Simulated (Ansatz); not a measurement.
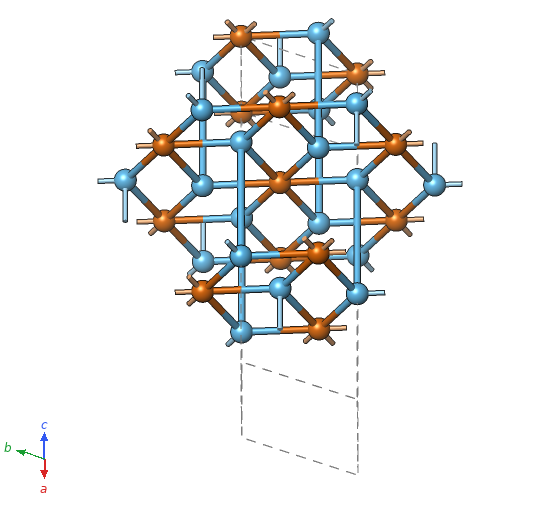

The picture shows a finite piece of the underlying net of a crystal structure, nodes on the atoms' positions. Nodes are coloured by topological kind. Edges to nodes outside the piece are drawn as stubs.

> Classify the net: periodicity, connectivity, name.

A binodal (4,6)-connected, three-periodic net.

> Give point symbol and coordination sequence of each kind of node.

4-connected node: 4³·6³, sequence 4, 15, 27, 49, 76; 6-connected node: 4⁶·6⁶·8³, sequence 6, 12, 30, 50, 74.

Origin of the net. CaGeF₂ (space group R-3m, No. 166): the end point of a relaxation with DFT PBE, scalar-relativistic, plane waves, PAW (Ansatz 0.2.0); the starting structure was generated, so it need not be a known form of this composition. Bonds are taken as Ca–F below 2.5 Å and F–Ge below 2.8 Å; no other contact counts. Simplification: prune 0- and 1-connected atoms, fold 2-connected ones into links. F is a 4-connected node; Ge is a 6-connected node, in the ratio 2:1. Ca becomes part of the edges.
